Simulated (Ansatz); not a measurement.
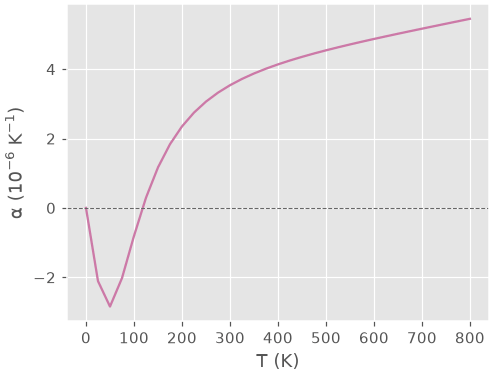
Figure: Linear thermal expansion of zinc blende CdS from quasi-harmonic approximation, LDA density-functional theory in Ansatz (plane waves, PAW)

The cell was generated from a structure type, relaxed within its symmetry, and need not be the phase found at ambient conditions. Dynamical quadrupoles are not included in the interpolation of the phonons between the solved wave vectors.

Q: Read off α at 200 K, and say whether it is negative anywhere.

A: About 2.3 × 10⁻⁶ K⁻¹. It is negative at low temperature and turns positive near 120 K; the lowest value on the 25 K grid is -2.8 × 10⁻⁶ K⁻¹.

The PAW data sets were generated under PBE and serve the other functionals too.

Ansatz is a program for electronic structure.
